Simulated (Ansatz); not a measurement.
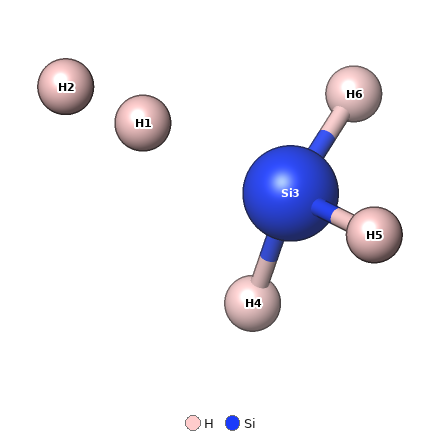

The system is the reacting system H₅Si (fragments H + H + H₃Si where the first distance is long, H₄Si + H where the second is long), spin multiplicity 2; the picture shows the reference structure. 
- Coordinates scanned: (1) distance H1–Si3 (bond that forms); (2) distance H1–H2 (bond that breaks).
- Relaxed at each point: all other coordinates.
- Grid: 7 × 7 points.
- Points are written as (first, second).
- All energies are given in kcal/mol relative to the lowest grid point.
- Energies and slopes of some neighbouring points disagree (a jump in structure or state, or too coarse a mesh).
- Theory: UKS wB97M-V/def2-SVP (Ansatz).

Its coordinates:

```xyz
6

H     0.6082   -0.1521   -1.1588
H     1.0562   -0.2667   -2.0195
Si   -0.2565    0.0652    0.4911
H    -1.5080   -0.7365    0.4607
H    -0.5575    1.5102    0.6680
H     0.6574   -0.4200    1.5584
```

Range: distance H1–Si3 (bond that forms) from 1.278 to 2.778 Å; distance H1–H2 (bond that breaks) from 0.666 to 2.466 Å.

What will the energy surface look like?

The lowest grid point is at (2.778 Å, 0.858 Å). It lies in a valley that leaves the map towards separated partners. The energy also falls towards the edge at (1.438 Å, 2.466 Å) (7 kcal/mol above the lowest), where a further well may lie outside the range. The highest grid point, (2.778 Å, 2.466 Å), lies 88 kcal/mol above the lowest.

```csv
"second ↓, first →",1.278,1.438,1.658,1.909,2.182,2.472,2.778
2.466,19,7,12,28,50,71,88
2.099,20,8,12,29,50,70,85
1.750,22,10,13,28,47,64,75
1.423,26,12,13,24,38,48,54
1.122,33,15,10,14,19,22,23
0.858,48,24,10,5,2,1,0
0.666,68,47,26,14,7,4,2
```

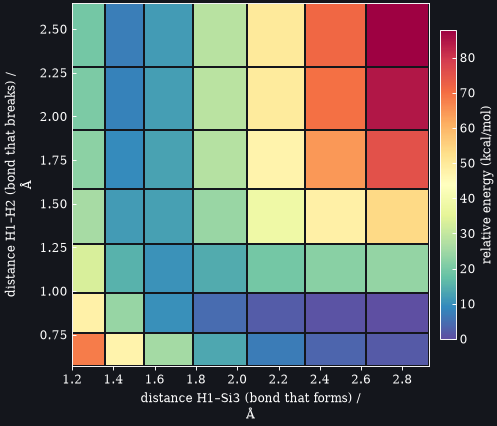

Drawn: one coloured cell a grid point.

The whole map (49 points run) took 23 min on 1 thread of Intel(R) Xeon(R) Platinum 8259CL CPU @ 2.50GHz (Skylake/Cascade Lake), with other jobs on the host.
